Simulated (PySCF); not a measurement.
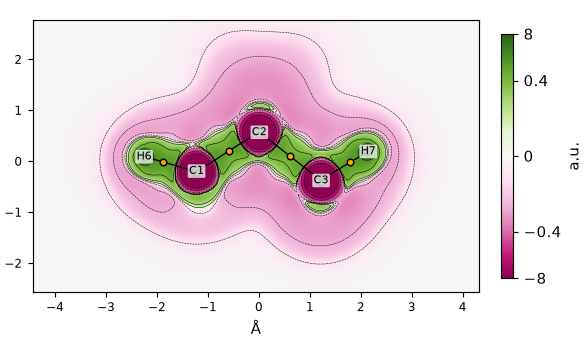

Figure 1: C$_{5}$H$_{10}$, triplet, SMILES `[CH]C(C)(C)C`. Negative Laplacian of the density (−∇²ρ) in the plane of C1, C2, C3, H6 and H7 (green positive, pink negative, colour scale in a.u., logarithmic beyond ±0.04), with bond paths and bond critical points (dots).

Level of theory: PBE0/def2-SVPD (PySCF), at a geometry from GFN2-xTB. No frequency check shows the geometry to be a minimum. The stability of the open-shell solution wasn't checked. This spin state may not be the molecule's ground state. GFN2-xTB doesn't know the spin state, so this open-shell geometry is rough.

Q: Sort the bonds in the plane by the sign of ∇²ρ at their critical points.

A: Concentrated (∇²ρ < 0): C1–H6 (−1.09 a.u.); C1–C2 (−0.68 a.u.); C3–H7 (−1.00 a.u.); C2–C3 (−0.54 a.u.). At none is it depleted.

Q: Where along C1–H6 does the critical point lie?

A: 0.68 Å from C1 and 0.39 Å from H6.
